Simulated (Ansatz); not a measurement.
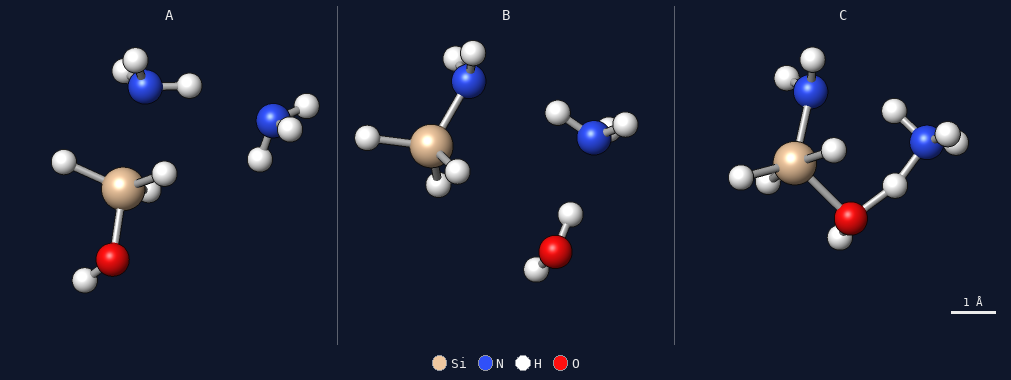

Three geometries of SiN$_{2}$H$_{10}$O: a saddle point and the two minima that it joins, in shuffled order. The picture is a ball-and-stick view, seen face on. Sticks join atoms that are closer than about 1.2 times the sum of their covalent radii (a little more with hydrogen).

Stationary points at PBE0-D4/def2-TZVP, single-point energies with CCSD(T)/CBS (def2-TZVPP where no basis is named; Ansatz 0.2.0). The energies are electronic, without zero-point or thermal terms, and both ends are the minima reached downhill from the saddle, with any fragments still in contact. CCSD(T)/CBS stands for a frozen-core estimate: MP2 correlation extrapolated from def2-TZVPP and def2-QZVPP, CCSD(T) minus MP2 from the smaller set.

**Which frame is the transition state, what reaction does it lead through, and what barrier is to be expected?**

Frame C is the saddle point. Counted by bonded pieces, B holds H₂O + NH₃ + SiH₅N and A holds NH₃ + NH₃ + SiH₄O. From B over the saddle to A, bonds form: O–Si (3.73 → 1.83 → 1.68 Å), H–N (2.21 → 1.97 → 1.02 Å), H–N (1.89 → 1.23 → 1.01 Å). Bonds break: N–Si (1.74 → 1.79 → 2.43 Å), H–O (0.98 → 1.27 → 4.37 Å), H–N (1.02 → 1.04 → 2.09 Å). The saddle has one imaginary mode, 495i cm⁻¹. With CCSD(T)/CBS the barrier is 20.6 kcal/mol from B and 29.2 kcal/mol from A, and A lies 8.6 kcal/mol below B.
